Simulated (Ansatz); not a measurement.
# [B2H4]− (SMILES B[BH2-]): U-wB97X/STO-3G

Aim: the vertical doublet–quartet gap of [B2H4]− at U-wB97X/STO-3G, from 2 runs. 

The calculation is run with Ansatz 0.2.0.

## (1) The structure to begin with

[B2H4]−: 6 atoms, total charge -1, spin state doublet. SMILES: `B[BH2-]`. Geometry: relaxed at GFN2-xTB. This is one conformer, not always the lowest.

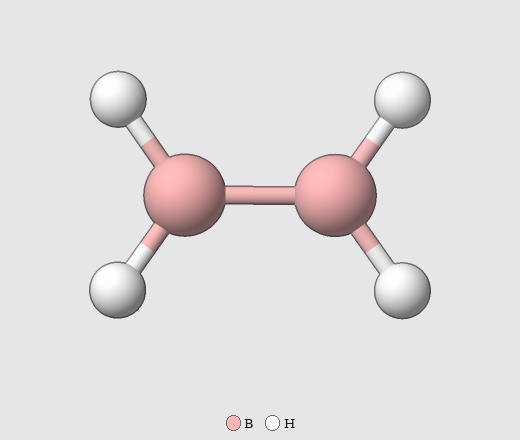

The structure, seen from a chosen angle (boron pink, hydrogen white).

## (2) A single-point energy at U-wB97X/STO-3G

File molecule.yaml:

```yaml
crystal:
  periodic: [false, false, false]
  atoms:
    - symbol: B
      position_ang: [-0.171550, -0.771400, -0.025300]
    - symbol: B
      position_ang: [0.169320, 0.773700, 0.027330]
    - symbol: H
      position_ang: [-0.580440, -1.438850, 0.921010]
    - symbol: H
      position_ang: [-0.069910, -1.485390, -1.020680]
    - symbol: H
      position_ang: [0.575700, 1.435470, -0.925390]
    - symbol: H
      position_ang: [0.076890, 1.486470, 1.023030]
basis:
  gaussian: {orbitals: STO-3G}
total_charge: -1
magnetization: {spin_polarized: true, initial_magnetization: 1}
hamiltonian: {xc: {name: wB97X}}
accuracy: high
```

On the command line:

```sh
$ ansatz run molecule.yaml --threads 1 --pin off --max-ram 2610MiB --events-out events.jsonl --progress --plain --runs-dir runs
```

What it wrote:

```text
Warning: RAYON_NUM_THREADS=1 ignored (pool sized by the plan → 1); use --threads N
Functional definition: wB97X
  name "wB97X"
  parameter omega = 0.3/bohr
  parameter cx = 0.157706
  parameter cx1 = 0.726479
  parameter cx2 = 1.04760
  parameter cx3 = -5.70635
  parameter cx4 = 13.2794
  parameter css1 = -4.33879
  parameter css2 = 18.2308
  parameter css3 = -31.7430
  parameter css4 = 17.2901
  parameter cos1 = 2.37031
  parameter cos2 = -11.3995
  parameter cos3 = 6.58405
  parameter cos4 = -3.78132
  exchange = spin_sum(e_x_unif_sr(omega)*poly(b97_u_x, 1 - cx, cx1, cx2, cx3, cx4)) + cx*exact_x_sr(omega)
      + exact_x_lr(omega)
  correlation = spin_sum(e_c_pw_same_spin*poly(b97_u_same, 1, css1, css2, css3, css4))
      + integral(e_c_pw_opposite_spin*poly(b97_u_opposite, 1, cos1, cos2, cos3, cos4))
229 factors; integrals over basis functions are off by at most 1.0e-8 eV
142 factors; integrals over basis functions are off by at most 1.0e-9 eV
mean field evaluation 1: about -1395.0924 eV, gradient 8.7e0 eV
mean field evaluation 2: about -1395.7817 eV, gradient 2.1e0 eV
mean field evaluation 4: about -1395.8219 eV, gradient 7.5e-2 eV
mean field evaluation 8: about -1395.7565 eV, gradient 1.6e-3 eV
mean field evaluation 16: about -1395.7565 eV, gradient 3.1e-7 eV
mean field -1395.75650026 eV, -51.2931053069 hartree, gradient 2.6e-8 eV, S^2 0.751853; 0 other end points of the search recorded, 0 dependent functions left out
reference -1395.75649863 eV, -51.2931052470 hartree; 8, 7 occupied and 6, 7 virtual orbitals, 229 factors
Total energy: -1395.75649863 eV, -51.2931052470 hartree
```

Wall time 6 s (1 thread of Arm Neoverse V2, shared host); peak memory 0.35 GiB.

## (3) The quartet, same level

File input.yaml:

```yaml
basis:
  gaussian: {orbitals: STO-3G}
crystal:
  periodic: [false, false, false]
  atoms:
    - {symbol: B, position_ang: [-0.171550, -0.771400, -0.025300]}
    - {symbol: B, position_ang: [0.169320, 0.773700, 0.027330]}
    - {symbol: H, position_ang: [-0.580440, -1.438850, 0.921010]}
    - {symbol: H, position_ang: [-0.069910, -1.485390, -1.020680]}
    - {symbol: H, position_ang: [0.575700, 1.435470, -0.925390]}
    - {symbol: H, position_ang: [0.076890, 1.486470, 1.023030]}
total_charge: -1
magnetization: {spin_polarized: true, initial_magnetization: 3}
hamiltonian: {xc: {name: wB97X}}
accuracy: high
```

On the command line:

```sh
$ ansatz run input.yaml --threads 1 --pin off --max-ram 2610MiB --events-out events.jsonl --progress --plain --runs-dir runs
```

What it wrote, shortened:

```text
Warning: RAYON_NUM_THREADS=1 ignored (pool sized by the plan → 1); use --threads N
[... 2 set-up lines as earlier in the session ...]
[...]
      + exact_x_lr(omega)
[...]
      + integral(e_c_pw_opposite_spin*poly(b97_u_opposite, 1, cos1, cos2, cos3, cos4))
230 factors; integrals over basis functions are off by at most 1.0e-8 eV
143 factors; integrals over basis functions are off by at most 9.8e-10 eV
[...]
mean field -1388.33950987 eV, -51.0205359374 hartree, gradient 3.1e-8 eV, S^2 3.756935; 0 other end points of the search recorded, 0 dependent functions left out
reference -1388.33950830 eV, -51.0205358797 hartree; 9, 6 occupied and 5, 8 virtual orbitals, 230 factors
Total energy: -1388.33950830 eV, -51.0205358797 hartree
```

It took 6.9 s on 1 thread of Arm Neoverse V2, shared host; peak memory 0.35 GiB.

## (4) Outcome

Level: U-wB97X/STO-3G.

```
                                        quantity         value
                           doublet: total energy  -51.29311 Eh
                                   doublet: ⟨S²⟩         0.752
                           quartet: total energy  -51.02054 Eh
                                   quartet: ⟨S²⟩         3.757
vertical energy of the quartet above the doublet      7.417 eV
```

In words: At this shape the quartet lies 7.42 eV (171 kcal/mol) above the doublet. For an anion a state so high probably lies above electron detachment. In a minimal basis such a difference can be off by several eV, whatever the method.
